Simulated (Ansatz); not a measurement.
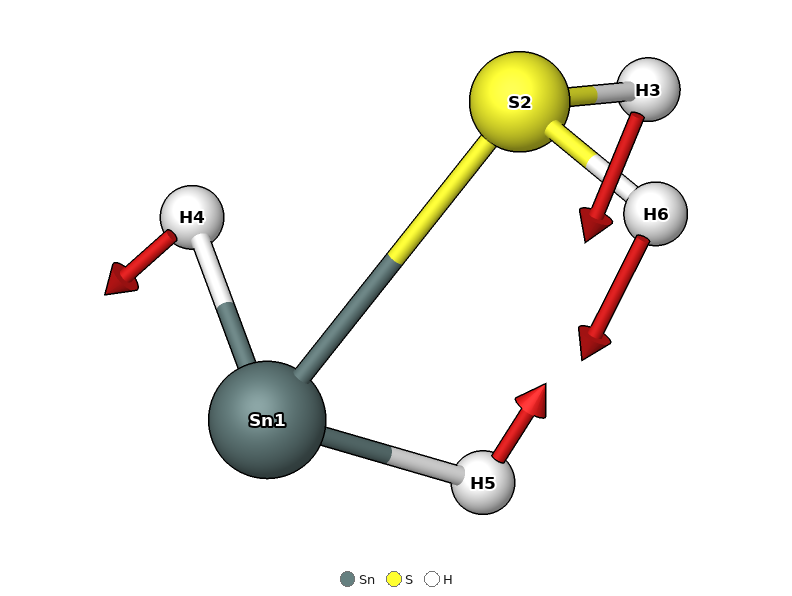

The arrows show one normal mode. Harmonic vibrations computed with RKS PBE0-D4/def2-TZVP, core potentials on Sn (Ansatz 0.2.0) at a stationary point of the same level.

Q: What kind of motion is it?

A: Mostly H–S–Sn bending.

Q: At what wavenumber does it lie?

A: 330 cm⁻¹; it is mode 4 of 12 counted from the lowest.
